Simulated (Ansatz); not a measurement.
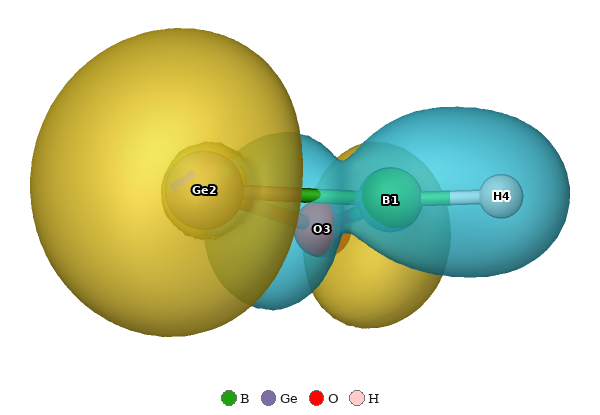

Figure 1: BGeHO. The HOMO−1 at ±0.08 Å⁻³ᐟ² (yellow and cyan are the two phases), seen from one side.

Geometry: PBE0-D3(BJ)/pcseg-1.

These are results of isolated molecule in a Gaussian basis; Kohn-Sham density functional theory, functional PBE0 in Ansatz 0.2.0, not measurements.

### Where does this orbital lie, and at what energy?

Its weight (Hirshfeld) is mainly on Ge2 (about 50 %), O3 (about 35 %) and B1 (about 10 %); it is symmetric in the molecular plane (an in-plane orbital: σ, lone-pair or in-plane π type). Its energy is −9.18 eV.
